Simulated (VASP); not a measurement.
# Adsorption sites of OH on Cu(111), part 4 of 8

Where does OH sit on Cu(111), and how strongly does it bind?

VASP 6.6.1, plane waves and PAW; the level of theory is named at each step.

So far. Step 4 (Relaxing the slab): The run ended after 8 ionic steps, 0.015 eV below its first step, once the forces on the free atoms met EDIFFG = -0.03. Step 5 (Potential and states of the slab): The vacuum level lies 4.69 eV above the Fermi level at the upper face; both faces agree, as the slab has next to no dipole.

## Step 6: Relaxing the adsorbate, site ontop

This step: PBE, no spin polarisation; plane waves and PAW (Cu, O, H) (VASP 6.6.1).

System of this step: Cu12HO (Cu(111)). The cell holds 14 atoms: 12 Cu, 1 O and 1 H. Its edges and angles: a = 5.142 Å, b = 5.142 Å, c = 19.198 Å, α = 90.0°, β = 90.0°, γ = 60.0°. It derives from Cu. OH over the ontop site of Cu(111). Vacuum lies along c.

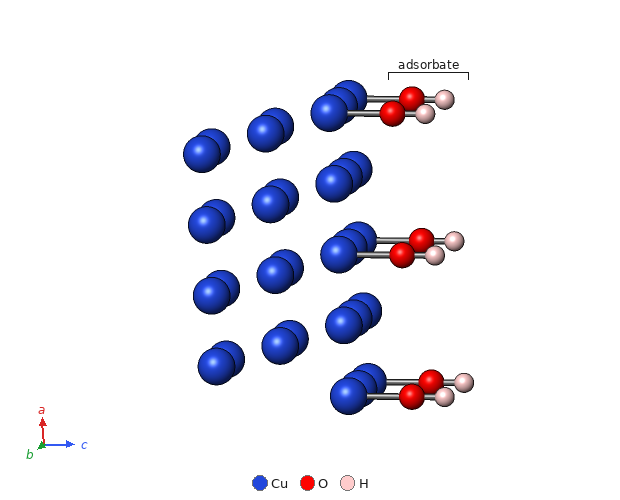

The cell of this step (copper blue, oxygen red, hydrogen pink). 2×1×1 cells are drawn. Some periodic images of atoms are drawn too.

The adsorbate starts over a high-symmetry site, and it relaxes with the upper layers within that symmetry.

The input, INCAR:

```
SYSTEM = Cu12HO
PREC = Normal
ENCUT = 440
EDIFF = 1E-05
NELM = 120
ISMEAR = 1
SIGMA = 0.15
LREAL = Auto
ALGO = Fast
GGA = PE
NBANDS = 86
LASPH = .TRUE.
LORBIT = 11
LWAVE = .FALSE.
LCHARG = .FALSE.
KPAR = 4
IBRION = 2
NSW = 50
ISIF = 2
EDIFFG = -0.03
POTIM = 0.4
MAXMIX = 40
IDIPOL = 3
LDIPOL = .TRUE.
DIPOL = 0.5 0.5 0.531
```

The input, POSCAR:

```
Cu12HO
1.0
    5.1420389754      0.0000000000      0.0000000000
    2.5710194877      4.4531363799      0.0000000000
    0.0000000000      0.0000000000     19.1984572424
Cu O H
12 1 1
Selective dynamics
Direct
    0.1666666700      0.1666666700      0.3906563900  F F F
    0.6666666700      0.1666666700      0.3906563900  F F F
    0.1666666700      0.6666666700      0.3906563900  F F F
    0.6666666700      0.6666666700      0.3906563900  F F F
    0.8333333300      0.3333333300      0.4980034600  T T T
    0.3333333300      0.3333333300      0.4980034600  T T T
    0.8333333300      0.8333333300      0.4980034600  T T T
    0.3333333300      0.8333333300      0.4980034600  T T T
    0.0000000000      0.0000000000      0.6053060300  T T T
    0.5000000000      0.0000000000      0.6053060300  T T T
    0.0000000000      0.5000000000      0.6053060300  T T T
    0.5000000000      0.5000000000      0.6053060300  T T T
    0.0000000000      0.0000000000      0.7042723200  T T T
    0.0000000000      0.0000000000      0.7553180900  T T T
```

The input, KPOINTS:

```
Automatic mesh
0
Gamma
6 6 1
0 0 0
```

PAW data sets: Cu, O and H (PBE family, release 64).

Command:

```
$ mpirun -np 4 vasp_std
```

Log:

```text
[banner, memory and clock lines left out]
running    4 mpi-ranks, on    1 nodes
 distrk:  each k-point on    1 cores,    4 groups
 distr:  one band on    1 cores,    1 groups

 POSCAR found type information on POSCAR CuO H
 POSCAR found :  3 types and      14 ions
 LDA part: xc-table for (Slater+PW92), standard interpolation
 POSCAR, INCAR and KPOINTS ok, starting setup
 FFT: planning ... GRIDC
 FFT: planning ... GRID_SOFT
 FFT: planning ... GRID
 WAVECAR not read
 entering main loop
       N       E                     dE             d eps       ncg     rms          rms(c)
DAV:   1     0.127271573343E+04    0.12727E+04   -0.53378E+04  1204   0.174E+03
DAV:   2     0.129652009938E+03   -0.11431E+04   -0.11011E+04  1204   0.409E+02
DAV:   3    -0.422218472748E+02   -0.17187E+03   -0.15695E+03  1544   0.201E+02
DAV:   4    -0.629372064130E+02   -0.20715E+02   -0.19905E+02  1768   0.721E+01
DAV:   5    -0.635098218452E+02   -0.57262E+00   -0.57175E+00  1458   0.150E+01    0.279E+01
RMM:   6    -0.579840835456E+02    0.55257E+01   -0.12979E+02  1217   0.100E+02    0.226E+01
RMM:   7    -0.548460875955E+02    0.31380E+01   -0.28692E+01  1213   0.506E+01    0.844E+00
RMM:   8    -0.520460762915E+02    0.28000E+01   -0.26624E+00  1250   0.118E+01    0.654E+00
RMM:   9    -0.512862859698E+02    0.75979E+00   -0.11087E+00  1242   0.783E+00    0.394E+00
RMM:  10    -0.507361110626E+02    0.55017E+00   -0.10570E+00  1298   0.397E+00    0.182E+00
RMM:  11    -0.506495432265E+02    0.86568E-01   -0.25543E-01  1307   0.221E+00    0.135E+00
RMM:  12    -0.506402336060E+02    0.93096E-02   -0.11997E-01  1228   0.235E+00    0.124E+00
RMM:  13    -0.506520366932E+02   -0.11803E-01   -0.22201E-01  1305   0.280E+00    0.132E+00
RMM:  14    -0.506175110698E+02    0.34526E-01   -0.56988E-02  1249   0.109E+00    0.304E-01
RMM:  15    -0.506187110602E+02   -0.12000E-02   -0.21263E-02  1415   0.600E-01    0.182E-01
RMM:  16    -0.506185924981E+02    0.11856E-03   -0.41987E-03  1229   0.397E-01    0.205E-01
RMM:  17    -0.506171939171E+02    0.13986E-02   -0.22098E-03  1234   0.317E-01    0.712E-02
RMM:  18    -0.506174826594E+02   -0.28874E-03   -0.83653E-04  1281   0.171E-01    0.142E-01
RMM:  19    -0.506172025453E+02    0.28011E-03   -0.82670E-04  1283   0.130E-01    0.396E-02
RMM:  20    -0.506177125696E+02   -0.51002E-03   -0.44606E-04  1264   0.106E-01    0.414E-02
RMM:  21    -0.506178882894E+02   -0.17572E-03   -0.12698E-04  1160   0.597E-02    0.504E-02
RMM:  22    -0.506179825046E+02   -0.94215E-04   -0.59717E-05   975   0.433E-02    0.272E-02
RMM:  23    -0.506182102103E+02   -0.22771E-03   -0.15921E-04  1033   0.490E-02    0.319E-02
RMM:  24    -0.506183503755E+02   -0.14017E-03   -0.87200E-05   868   0.398E-02    0.184E-02
RMM:  25    -0.506184712537E+02   -0.12088E-03   -0.24705E-05   759   0.282E-02    0.437E-03
RMM:  26    -0.506185247133E+02   -0.53460E-04   -0.10358E-05   726   0.185E-02    0.241E-03
RMM:  27    -0.506185376828E+02   -0.12970E-04   -0.27332E-06   699   0.933E-03    0.227E-03
RMM:  28    -0.506185394841E+02   -0.18013E-05   -0.11022E-06   682   0.821E-03
   1 F= -.50618539E+02 E0= -.50609917E+02  d E =-.506185E+02
 curvature:   0.00 expect dE= 0.000E+00 dE for cont linesearch  0.000E+00
 trial: gam= 0.00000 g(F)=  0.327E-01 g(S)=  0.000E+00 ort = 0.000E+00 (trialstep = 0.100E+01)
 search vector abs. value=  0.327E-01
 bond charge predicted
       N       E                     dE             d eps       ncg     rms          rms(c)
DAV:   1    -0.506292905105E+02   -0.10753E-01   -0.42446E+00  1276   0.722E+00    0.300E-01
RMM:   2    -0.506460739803E+02   -0.16783E-01   -0.76943E-02  1255   0.191E+00    0.709E-01
RMM:   3    -0.506372472999E+02    0.88267E-02   -0.25862E-02  1334   0.104E+00    0.306E-01
RMM:   4    -0.506375149533E+02   -0.26765E-03   -0.66751E-03  1550   0.422E-01    0.253E-01
RMM:   5    -0.506365908014E+02    0.92415E-03   -0.35774E-03  1271   0.279E-01    0.259E-02
RMM:   6    -0.506367135655E+02   -0.12276E-03   -0.73625E-04  1303   0.106E-01    0.412E-02
RMM:   7    -0.506366997965E+02    0.13769E-04   -0.79127E-05  1063   0.510E-02    0.290E-02
RMM:   8    -0.506366924907E+02    0.73058E-05   -0.83210E-05   846   0.329E-02
   2 F= -.50636692E+02 E0= -.50628408E+02  d E =-.181530E-01
[... from here on, the cycles between the ionic steps are left out ...]
   3 F= -.50636816E+02 E0= -.50628562E+02  d E =-.182765E-01
   4 F= -.50645565E+02 E0= -.50637568E+02  d E =-.874922E-02
   5 F= -.50646042E+02 E0= -.50638112E+02  d E =-.922572E-02
   6 F= -.50646055E+02 E0= -.50638132E+02  d E =-.923935E-02
   7 F= -.50646439E+02 E0= -.50638517E+02  d E =-.383422E-03
   8 F= -.50647276E+02 E0= -.50639374E+02  d E =-.122080E-02
   9 F= -.50647610E+02 E0= -.50639730E+02  d E =-.155457E-02
  10 F= -.50647689E+02 E0= -.50639797E+02  d E =-.163356E-02
  11 F= -.50647684E+02 E0= -.50639794E+02  d E =-.162884E-02
  12 F= -.50647681E+02 E0= -.50639789E+02  d E =-.162574E-02
  13 F= -.50647683E+02 E0= -.50639792E+02  d E =-.162757E-02
  14 F= -.50647692E+02 E0= -.50639805E+02  d E =-.933080E-05
  15 F= -.50647778E+02 E0= -.50639892E+02  d E =-.950228E-04
  16 F= -.50647786E+02 E0= -.50639898E+02  d E =-.103035E-03
  17 F= -.50647945E+02 E0= -.50640084E+02  d E =-.159386E-03
  18 F= -.50648006E+02 E0= -.50640172E+02  d E =-.220164E-03
  19 F= -.50648056E+02 E0= -.50640222E+02  d E =-.496891E-04
  20 F= -.50648060E+02 E0= -.50640228E+02  d E =-.536916E-04
  21 F= -.50648106E+02 E0= -.50640270E+02  d E =-.460574E-04
  22 F= -.50648233E+02 E0= -.50640391E+02  d E =-.172755E-03
  23 F= -.50648396E+02 E0= -.50640535E+02  d E =-.336267E-03
  24 F= -.50648579E+02 E0= -.50640727E+02  d E =-.518901E-03
  25 F= -.50648360E+02 E0= -.50640472E+02  d E =-.300095E-03
  26 F= -.50648362E+02 E0= -.50640480E+02  d E =-.302657E-03
 curvature:  -2.80 expect dE=-0.460E-03 dE for cont linesearch -0.367E-05
 trial: gam= 0.67423 g(F)=  0.165E-03 g(S)=  0.000E+00 ort = 0.288E-04 (trialstep = 0.790E+00)
 search vector abs. value=  0.490E-03
 bond charge predicted
       N       E                     dE             d eps       ncg     rms          rms(c)
DAV:   1    -0.506483935506E+02   -0.40905E-04   -0.58322E-02  1290   0.885E-01    0.911E-02
RMM:   2    -0.506484644030E+02   -0.70852E-04   -0.71211E-04  1270   0.195E-01    0.966E-02
RMM:   3    -0.506484893500E+02   -0.24947E-04   -0.30850E-04  1285   0.906E-02    0.102E-01
RMM:   4    -0.506484887033E+02    0.64667E-06   -0.35213E-05   819   0.416E-02
  27 F= -.50648489E+02 E0= -.50640622E+02  d E =-.126268E-03
 trial-energy change:   -0.000126  1 .order   -0.000109   -0.000145   -0.000072
 step:   1.5618(harm=  1.5618)  dis= 0.00371  next Energy=   -50.648506 (dE=-0.144E-03)
 reached required accuracy - stopping structural energy minimisation
```

Wall time 3.9 min (4 MPI ranks of Intel Xeon 6975P-C (Granite Rapids), shared host); peak memory 1.6 GiB.

OUTCAR, selected parts (step 6):

```text
   k-points           NKPTS =      7   k-points in BZ     NKDIM =      7   number of bands    NBANDS=     86

   NELECT =     139.0000    total number of electrons

 dipolmoment           0.000000      0.000000     -0.056447 electrons x Angstroem

 E-fermi :  -0.5605

 k-point     1 :       0.0000    0.0000    0.0000
  band No.  band energies     occupation
    ...
     63      -1.8989      2.00000
     64      -1.8819      2.00000
     65      -1.8819      2.00000
     66      -1.8385      2.00000
     67      -1.4534      2.00000
     68      -0.5040      0.40962
     69      -0.3296     -0.05170
     70      -0.3295     -0.05170
     71       0.2163     -0.00000
     72       0.5952     -0.00000
    ...

  Total       -6.1239910     -6.1239910     -2.6046773      0.0000000      0.0000000      0.0000000
  in kB      -22.3191388    -22.3191388     -9.4928543      0.0000000      0.0000000      0.0000000
  external PRESSURE =     -18.0437106 kB  Pullay stress =       0.0000000 kB

 POSITION                                       TOTAL-FORCE (eV/Angst)
 -----------------------------------------------------------------------------------
      1.28551      0.74219      7.50000        -0.018810     -0.010860     -0.041486
      3.85653      0.74219      7.50000         0.018810     -0.010860     -0.041486
      2.57102      2.96876      7.50000         0.000000      0.021720     -0.041486
      5.14204      2.96876      7.50000        -0.000000      0.000000      0.026058
      5.14204      1.47865      9.58064         0.000000     -0.013361      0.022236
      2.57102      1.48438      9.57112        -0.000000     -0.000000      0.023847
      6.43251      3.71381      9.58064         0.011571      0.006681      0.022236
      3.85157      3.71381      9.58064        -0.011571      0.006681      0.022236
      0.00000      0.00000     11.67441        -0.000000     -0.000000      0.019967
      2.57102      0.00121     11.62697        -0.000000     -0.002765     -0.003112
      1.28656      2.22596     11.62697        -0.002395      0.001383     -0.003112
      3.85548      2.22596     11.62697         0.002395      0.001383     -0.003112
      0.00000      0.00000     13.51618        -0.000000      0.000000     -0.001498
      0.00000      0.00000     14.48291        -0.000000      0.000000     -0.001290
 -----------------------------------------------------------------------------------
    total drift:                               -0.000079     -0.000046     -0.031521

  FREE ENERGIE OF THE ION-ELECTRON SYSTEM (eV)
  ---------------------------------------------------
  free  energy   TOTEN  =       -50.6484887033 eV

  energy  without entropy=      -50.6248875057  energy(sigma->0) =      -50.64062164

 vacuum level on the upper side and lower side of the slab         3.808         4.271

[... 7 parts as in an earlier step ...]

[... 10 further parts left out ...]
```

Its electron count is odd, so without a moment it is a metal by construction.

The steps of the relaxation (22 of 27):

```
step  energy less that of the first step (eV)  largest force (eV/Å)
   1                                   0.0000                0.6690
   2                                  -0.0182                0.8319
   3                                  -0.0183                0.8813
   5                                  -0.0275                0.0973
   6                                  -0.0275                0.0983
   7                                  -0.0279                0.0779
   8                                  -0.0287                0.0515
  10                                  -0.0292                0.0677
  11                                  -0.0291                0.0726
  12                                  -0.0291                0.0693
  13                                  -0.0291                0.0711
  15                                  -0.0292                0.0638
  16                                  -0.0292                0.0592
  17                                  -0.0294                0.0514
  18                                  -0.0295                0.0575
  20                                  -0.0295                0.0681
  21                                  -0.0296                0.0587
  22                                  -0.0297                0.0417
  23                                  -0.0299                0.0309
  25                                  -0.0298                0.0499
  26                                  -0.0298                0.0465
  27                                  -0.0299                0.0259
```

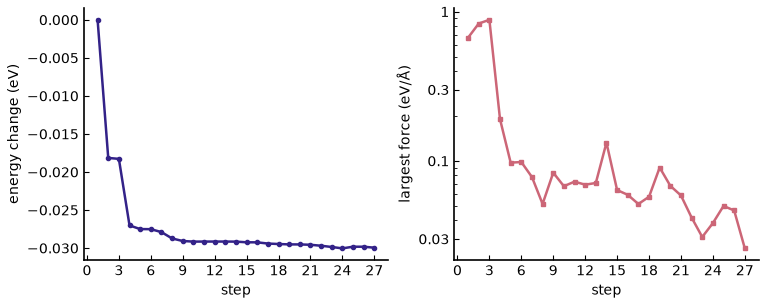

Energy and largest force along the relaxation.

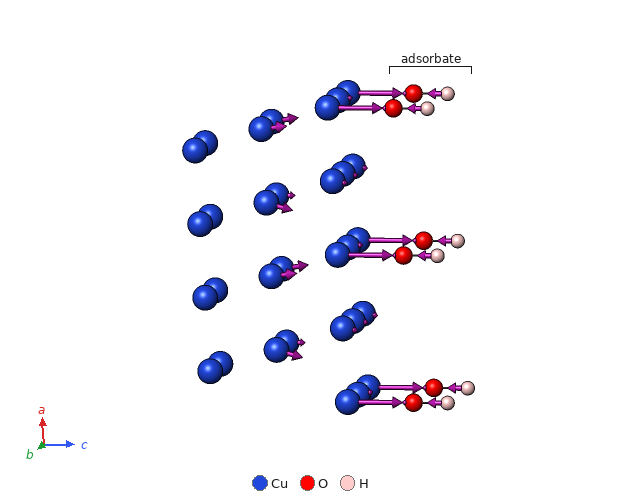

Displacements in the relaxation, exaggerated; the longest in the cell stands for 0.05 Å. 2×1×1 cells are drawn. Some periodic images of atoms are drawn too.

The atoms that moved most (Å):

| atom | dx | dy | dz | length |
| --- | --- | --- | --- | --- |
| Cu9 | 0.000 | 0.000 | 0.053 | 0.053 |
| Cu8 | -0.005 | 0.003 | 0.020 | 0.021 |
| Cu5 | 0.000 | -0.006 | 0.020 | 0.021 |
| Cu7 | 0.005 | 0.003 | 0.020 | 0.021 |
| H14 | 0.000 | 0.000 | -0.018 | 0.018 |
| Cu6 | 0.000 | 0.000 | 0.010 | 0.010 |
| Cu12 | -0.001 | -0.001 | 0.006 | 0.006 |
| Cu11 | 0.001 | -0.001 | 0.006 | 0.006 |

The relaxed structure:

```xyz
14
Lattice="5.1420 0.0000 0.0000 2.5710 4.4531 0.0000 0.0000 0.0000 19.1985" Properties=species:S:1:pos:R:3
Cu    1.2855    0.7422    7.5000
Cu    3.8565    0.7422    7.5000
Cu    2.5710    2.9688    7.5000
Cu    5.1420    2.9688    7.5000
Cu    5.1420    1.4787    9.5806
Cu    2.5710    1.4844    9.5711
Cu    6.4325    3.7138    9.5806
Cu    3.8516    3.7138    9.5806
Cu    0.0000    0.0000   11.6744
Cu    2.5710    0.0012   11.6270
Cu    1.2866    2.2260   11.6270
Cu    3.8555    2.2260   11.6270
O     0.0000    0.0000   13.5162
H     0.0000    0.0000   14.4829
```

This step gave:

| Quantity | Value |
| --- | --- |
| electronic cycles | 138 |
| electrons | 139 |
| free energy (TOTEN) | -50.6485 eV |
| energy at zero smearing | -50.6406 eV |
| Fermi energy | -0.5605 eV |
| dipole moment | 0, 0, -0.05645 e·Å |

The run ended after 27 ionic steps, 0.030 eV below its first step, once the forces on the free atoms met EDIFFG = -0.03.

VASP counts the dipole in electrons times Å, so a positive number points the physical dipole along −c.

[end of part 4 of 8]

[Lines on the potential files, build, host, timing and source positions are cut from VASP's logs without a mark.]

[Logs are printed without paths, hosts, clocks, repeated set-up lines and the standing remarks that a program may print on its own settings, such as how far it seeks lower states.]

[Hosts, paths, dates, database ids (printed as entryN), source tags and the programs' standing remarks are cut or masked in the printed files.]

[Runs that stopped without an error message from VASP are left out.]

[In band tables of VASP the shares of atoms and orbitals are scaled to a sum of 1 inside the atoms' spheres.]
